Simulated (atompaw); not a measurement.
# A PAW (atompaw) potential for As: one input and its neighbour

Two related inputs are run: the one described here, and one that differs from it in little. What comes out is then tested.

Method: atompaw 4.2.0.5, LDA (PW92), scalar-relativistic.

## Step 1: Starting point

The settings as typed:

```
element                 : arsenic (As, Z = 33)
type                    : PAW
frozen core             : [Ar]
valence charge          : 15
reference configuration : 3d10 4s2 4p3
partial waves           : 4s (bound): rc 1.46 bohr; 4s channel at 0.4 Ry: rc 1.46 bohr; 4p (bound): rc 1.18 bohr; 4p channel at 4.7 Ry: rc 1.18 bohr; 3d (bound): rc 0.52 bohr; 3d channel at -1.5 Ry: rc 0.52 bohr
local potential         : vpsmatchnc scheme with l = 3 at -0.5 Ry, radius 1.46 bohr
core correction         : smooth core density matched at 1.38 bohr
augmentation charge     : besselshape compensation charge, radius 1.06 bohr; PAW radius 1.46 bohr; waves and projectors: custom rrkj gramschmidtortho
```

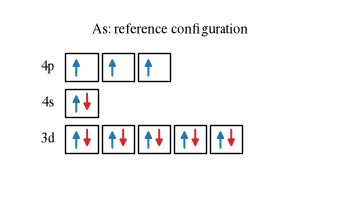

The outer shells as boxes. The arrows follow Hund's rule for the drawing; the calculation itself is spin-unpolarised.

An earlier all-electron run gives the scale for the radii.

All-electron outer shells of the reference configuration (LDA (PW92), scalar-relativistic, ld1.x):

```json
{"shell": "3s", "level (eV)": "-189.50", "outermost node (bohr)": "0.25", "outermost maximum (bohr)": "0.52"}
{"shell": "3p", "level (eV)": "-133.42", "outermost node (bohr)": "0.22", "outermost maximum (bohr)": "0.52"}
{"shell": "3d", "level (eV)": "-40.90", "outermost node (bohr)": "–", "outermost maximum (bohr)": "0.47"}
{"shell": "4s", "level (eV)": "-14.70", "outermost node (bohr)": "0.73", "outermost maximum (bohr)": "1.61"}
{"shell": "4p", "level (eV)": "-5.34", "outermost node (bohr)": "0.78", "outermost maximum (bohr)": "1.97"}
```

## Step 2: The first input

Input file As.input:

```
As 33
LDA-PW scalarrelativistic loggrid 1500 logderivrange -5 5 251
4 4 3 0 0 0
4 1 3
0 0 0
c
c
c
v
c
c
v
v
2
1.46 1.06 1.46 1.38
y
0.4
n
y
4.7
n
y
-1.5
n
custom rrkj gramschmidtortho besselshape
3 -0.5 vpsmatchnc
1.46
1.46
1.18
1.18
0.52
0.52
PWSCFOUT
UPFDX 0.0125d0 UPFXMIN -7.d0 UPFZMESH 33.d0
END
```

Launch:

```console
$ atompaw < As.input > As.log
```

What the program wrote to the file As (summary file and the last messages):

```text
[... the first 49 lines are left out ...]
   Valence                  :     -350.39062039944884

 PAW parameters: 
       lmax =            2
         rc =    1.4634287132245114     
        irc =         1026
   rc_shape =    1.0617886494127760     
    rc_vloc =    1.4634287132245114     
    rc_core =    1.3911441565513285     
   Vloc: VPS match (norm-conservation) with l= 3;e=  -5.0000E-01
   Projector type: RRKJ pseudization + Gram-Schmidt ortho.
   Bessel compensation charge shape zeroed at   1.0618E+00

 Number of basis functions     6
 No.   n  nodes  l      Energy         Cp coeff         Occ
  1    4    3    0   -0.1080405E+01  0.1000000E+01  0.2000000E+01
  2  999    4    0    0.4000000E+00  0.3476094E-02  0.0000000E+00
  3    4    2    1   -0.3926077E+00  0.1000000E+01  0.3000000E+01
  4  999    3    1    0.4700000E+01  0.5675158E+01  0.0000000E+00
  5    3    0    2   -0.3005898E+01  0.1000000E+01  0.1000000E+02
  6  999    1    2   -0.1500000E+01 -0.5733681E-03  0.0000000E+00

 Eigenvalues of overlap operator (in the basis of projectors):
    1       -1.32231332E-01
    2        1.50732799E-01
    3        1.51295174E+00
    4        4.78122321E+00
    5        6.77254723E+00
    6        2.66142735E+02

The overlap operator has at least one negative eigenvalue!
It might be not positive definite...
Program is stopping.
This probably means that your projectors are too similar
or that your PAW basis is incomplete.
Advice: try to change your input parameters (f.i. : reference energies).
```

Wall time 8.2 s (1 thread, shared host).

## Step 3: Diagnosis

No potential comes out: the run stopped with "atompaw: The overlap operator has at least one negative eigenvalue!". The reason: the overlap operator built from these waves and projectors is not positive definite.

The neighbouring input differs in this: waves 4s (bound): rc 1.78 bohr; 4s channel at 0.4 Ry: rc 1.78 bohr; 4p (bound): rc 1.46 bohr; 4p channel at 4.7 Ry: rc 1.46 bohr; 3d (bound): rc 0.62 bohr; 3d channel at -1.5 Ry: rc 0.62 bohr; local potential vpsmatchnc scheme with l = 3 at -0.5 Ry, radius 1.78 bohr; core correction smooth core density matched at 1.70 bohr (was smooth core density matched at 1.38 bohr); augmentation besselshape compensation charge, radius 1.30 bohr; PAW radius 1.78 bohr; waves and projectors: custom rrkj gramschmidtortho.

## Step 4: The neighbouring input

As.input, as its differences from that of step 2:

```diff
@@ -14,3 +14,3 @@
 2
-1.46 1.06 1.46 1.38
+1.78 1.30 1.78 1.70
 y
@@ -26,8 +26,8 @@
 3 -0.5 vpsmatchnc
+1.78
+1.78
 1.46
 1.46
-1.18
-1.18
-0.52
-0.52
+0.62
+0.62
 PWSCFOUT
```

Launch:

```console
$ atompaw < As.input > As.log
```

What the program wrote to the file As (summary file):

```text
 Completed calculations for As (AE)

 Exchange-correlation type: LDA, Perdew-Wang correlation

 Radial integration grid is logarithmic 
 r0 =   2.5579037E-04 h =   8.4410822E-03   n =      1500 rmax =   8.0000000E+01

 Scalar relativistic calculation

 AEatom converged in  43 iterations
   nz     =  33.00
   delta  =       5.991773987890E-17

 All Electron Orbital energies:         
  n  l      occupancy      energy
  1  0      2.0000000E+00 -8.5984454E+02
  2  0      2.0000000E+00 -1.0909682E+02
  3  0      2.0000000E+00 -1.3928044E+01
  4  0      2.0000000E+00 -1.0804048E+00
  2  1      6.0000000E+00 -9.5766811E+01
  3  1      6.0000000E+00 -9.8059269E+00
  4  1      3.0000000E+00 -3.9260769E-01
  3  2      1.0000000E+01 -3.0058984E+00

 Total energy
   Total                    :    -4515.50695841373454

 ---
 Completed calculations for As (SC)

 Exchange-correlation type: LDA, Perdew-Wang correlation

 Radial integration grid is logarithmic 
 r0 =   2.5579037E-04 h =   8.4410822E-03   n =      1500 rmax =   8.0000000E+01

 Scalar relativistic calculation

 SCatom converged in   4 iterations
   nz     =  33.00
   delta  =       4.434513586219E-16

 Valence Electron Orbital energies:         
  n  l      occupancy      energy
   4  0      2.0000000E+00 -1.0804048E+00
   4  1      3.0000000E+00 -3.9260769E-01
   3  2      1.0000000E+01 -3.0058984E+00

 Total energy
   Total                    :    -4515.50695840631943
   Valence                  :     -350.39062039944884

 PAW parameters: 
       lmax =            2
         rc =    1.7921215487472579     
        irc =         1050
   rc_shape =    1.3002870399511302     
    rc_vloc =    1.7921215487472579     
    rc_core =    1.7036043846787690     
   Vloc: VPS match (norm-conservation) with l= 3;e=  -5.0000E-01
   Projector type: RRKJ pseudization + Gram-Schmidt ortho.
   Bessel compensation charge shape zeroed at   1.3003E+00

 Number of basis functions     6
 No.   n  nodes  l      Energy         Cp coeff         Occ
  1    4    3    0   -0.1080405E+01  0.1000000E+01  0.2000000E+01
  2  999    4    0    0.4000000E+00  0.4044649E-02  0.0000000E+00
  3    4    2    1   -0.3926077E+00  0.1000000E+01  0.3000000E+01
  4  999    3    1    0.4700000E+01  0.4909634E-01  0.0000000E+00
  5    3    0    2   -0.3005898E+01  0.1000000E+01  0.1000000E+02
  6  999    1    2   -0.1500000E+01 -0.1010064E-02  0.0000000E+00

 Eigenvalues of overlap operator (in the basis of projectors):
    1        1.01766667E-02
    2        6.77566474E-02
    3        8.24986399E-01
    4        1.11480935E+00
    5        3.87080460E+00
    6        1.44953727E+01

 Orbital leakage outside PAW augmentation regions
   orb  is_core?  %out_of_sphere
   1 0    T          -0.00
   2 0    T           0.00
   3 0    T           0.03
   4 0    F          52.32
   2 1    T           0.00
   3 1    T           0.09
   4 1    F          74.61
   3 2    F           1.11

 Summary of PAW energies
   Total valence energy     :   -350.39063923793589
   Smooth energy            :    240.73670705294290
   One center               :   -591.12734629087879
   Smooth kinetic           :    245.35610272804706
   Vloc energy              :    -18.34697748897269
   Smooth exch-corr         :    -22.89235899821859
   One-center xc            :   -138.11802898881467
```

It took 7.7 s on 1 thread, shared host.

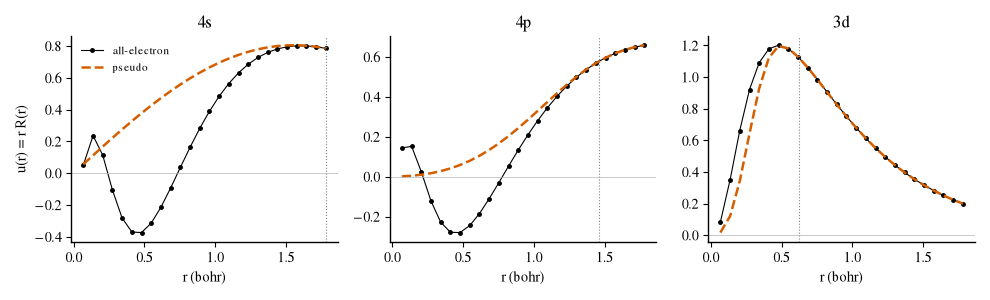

Bound waves of the atom and their pseudo partners (4s, 4p, 3d), with the matching radii dotted. The curves join 26 sampled radii, too few to resolve the innermost nodes.

## Step 5: Scattering by logarithmic derivatives

Taken from the files of the generation run. The phase is arctan(r·u′/u) with u = r·R, unwrapped, with energies in Ry. A pole is an energy at which the radial function vanishes at the test radius. The pseudo phase is shifted by a multiple of π to meet the all-electron one at the reference energy. Levels narrower than the energy grid can be missing from the poles. The last column is the largest difference on the grid between −1 and +1 Ry.

```tsv
channel	radius (bohr)	reference (Ry)	poles AE	poles PS	window around the reference with phases within 0.05 rad (Ry)	largest difference near zero (rad)
s	1.79	-1.08	2.86	2.87	the whole range	0.000
p	1.79	-0.39	4.62	2.02, 4.62	below 1.9	0.007
d	1.79	-3.01	-2.87	-2.87	the whole range	0.001
```

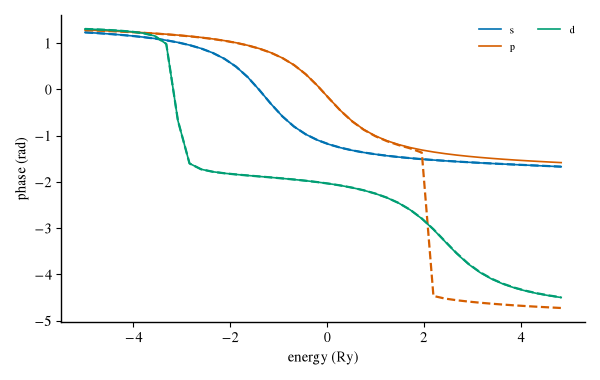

Phases by channel: all-electron solid, pseudo dashed.

## Step 6: Cutoff and ghost test in a Bessel basis

A separate test, outside the generator: the pseudo-atom's Hamiltonian at the reference potential is diagonalised in spherical Bessel functions j_l(qr) that vanish at 20 bohr, with q² up to the cutoff.

All-electron valence levels (Ry): 4s -1.0804, 4p -0.3926, 3d -3.0059. The lowest levels of each channel (Ry) by cutoff; the last column sums, over occupied levels, occupation times the distance from the level at 400 Ry. A positive value at high cutoff is not a bound level.

| cutoff (Ry) | s #1 | p #1 | d #1 | f #1 | Σ f·Δε (mRy) |
| --- | --- | --- | --- | --- | --- |
| 8 | -1.0791 | -0.3830 | 0.0602 | 0.1136 | 30679.7 |
| 18 | -1.0803 | -0.3896 | 0.0548 | 0.1136 | 30603.3 |
| 35 | -1.0804 | -0.3925 | -0.0052 | 0.1136 | 29994.3 |
| 55 | -1.0805 | -0.3926 | -0.2899 | 0.1136 | 27147.1 |
| 90 | -1.0805 | -0.3926 | -1.1112 | 0.1136 | 18934.3 |
| 140 | -1.0805 | -0.3926 | -2.3985 | 0.1136 | 6061.2 |
| 230 | -1.0805 | -0.3926 | -2.9848 | 0.1136 | 198.1 |
| 400 | -1.0805 | -0.3926 | -3.0046 | 0.1136 | 0.0 |

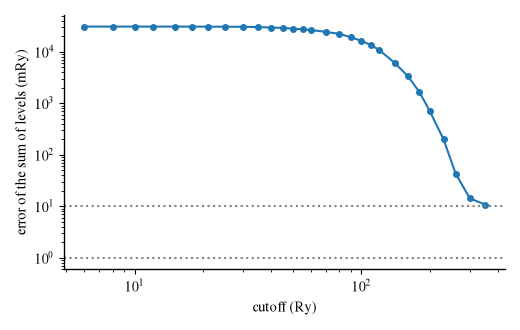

Occupation-weighted error of the valence levels against the cutoff; the dotted lines mark 10 and 1 mRy.

The sum stays within 10 mRy only somewhere over 300 Ry and within 1 mRy only somewhere over 300 Ry. The sum leaves out empty levels, which can need more. Ghost test: no level below the all-electron spectrum of its channel (s, p, d, f tested).

## Step 7: Results

```
                                                quantity                                                                        value
                                             first input  failed: atompaw: The overlap operator has at least one negative eigenvalue!
                                            second input                                                                    generated
               cutoffs for 10 and 1 mRy, occupied levels                                                  over 300 Ry and over 300 Ry
                                            bound ghosts                                                                   none found
largest phase difference near zero energy, channels read                                                                    0.007 rad
         lowest eigenvalue of the overlap (Bessel basis)                                                                    0.306 (s)
        share of valence orbitals outside the PAW sphere                                                     4s 52 %, 4p 75 %, 3d 1 %
                                                UPF file                                                                      written
```

In words: So this one change separates a failed generation from a finished one. It counts as very hard, with over 300 Ry needed at the looser tolerance. The slowest occupied level is 3d: taken alone it needs over 300 Ry to come within 1 mRy, against 25 Ry for 4p. It is free of bound ghosts as far as tested. Near zero energy the phases of the channels with partial waves agree within 0.007 rad.
